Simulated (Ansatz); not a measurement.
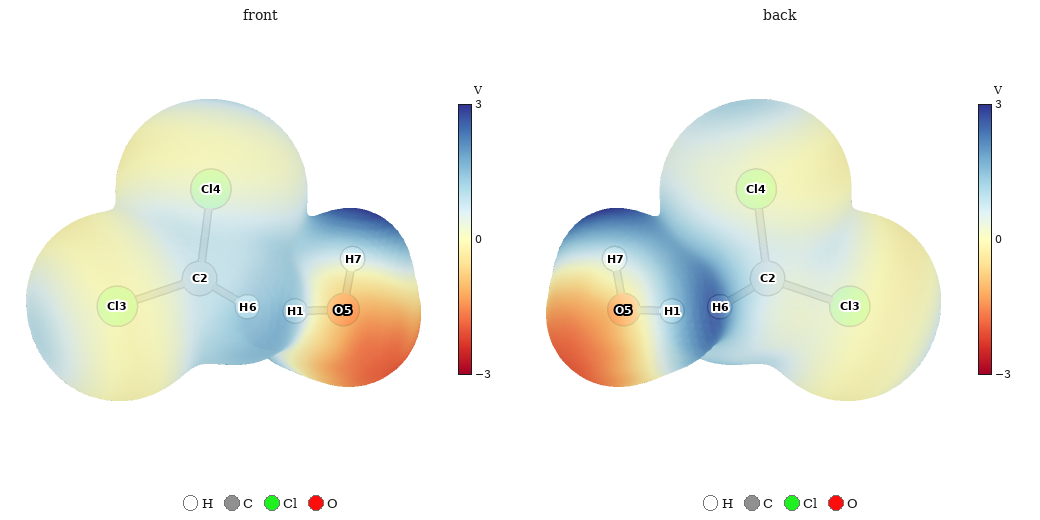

The picture shows: H2O···CHCl2 (doublet). The molecular electrostatic potential painted on the density surface at 0.004 e/bohr³, seen from the front and from behind; the colour scale runs from red (negative) to blue (positive).

Computed with UKS PBE0-D4/def2-SVP (Ansatz 0.2.0).

```json
{"atom": "H", "x (Å)": "-1.0054", "y (Å)": "0.7139", "z (Å)": "-0.7029"}
{"atom": "C", "x (Å)": "0.5796", "y (Å)": "-0.9009", "z (Å)": "0.0228"}
{"atom": "Cl", "x (Å)": "1.4639", "y (Å)": "-2.2492", "z (Å)": "-0.5170"}
{"atom": "Cl", "x (Å)": "-0.1544", "y (Å)": "-0.9768", "z (Å)": "1.5672"}
{"atom": "O", "x (Å)": "-0.8028", "y (Å)": "1.6381", "z (Å)": "-0.5027"}
{"atom": "H", "x (Å)": "0.8965", "y (Å)": "0.0916", "z (Å)": "-0.3113"}
{"atom": "H", "x (Å)": "-0.9776", "y (Å)": "1.6832", "z (Å)": "0.4439"}
```

Where is the surface potential most negative and most positive?

Answer. The most negative region (about −1.9 V, or −44 kcal/mol for a unit charge) lies over O5, the most positive (about +2.8 V, or +65 kcal/mol for a unit charge) over H7. Cl3 shows a σ-hole: about +1.0 V, or +23 kcal/mol for a unit charge at the tip opposite its bond, against about −0.1 V on its flanks. Cl4 shows a σ-hole: about +1.1 V, or +25 kcal/mol for a unit charge at the tip opposite its bond, against about +0.3 V, or +7 kcal/mol for a unit charge on its flanks. O5 is the likeliest acceptor of a hydrogen bond.
